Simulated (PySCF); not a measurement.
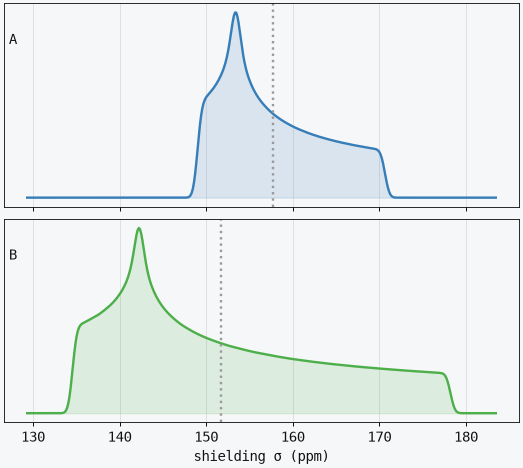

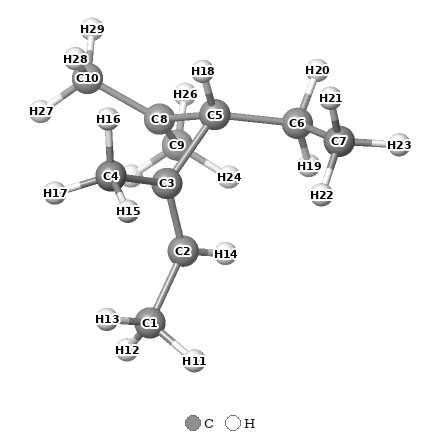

Static powder patterns (¹³C) from GIAO shielding tensors of C₁₀H₁₉⁺, SMILES C/C=C(\C)[C@@H](CC)[C+](C)C, PBE0/pcSseg-1 in PySCF 2.14.0, at a PBE0-D3(BJ)/def2-SVP geometry (no frequency check); absolute shielding, one fixed geometry of the isolated molecule without any motion, no dipolar terms. The dotted line is the isotropic value; skew is 3(σiso − σ22)/span.

**The panels belong to C6 and C10. Which is which?**

panel A: C6, σ11, σ22, σ33 = 149, 153, 171 ppm, isotropic 158, span 22 ppm, skew 0.59; panel B: C10, σ11, σ22, σ33 = 135, 142, 178 ppm, isotropic 152, span 44 ppm, skew 0.65.

Caveats: one conformer of a flexible molecule.
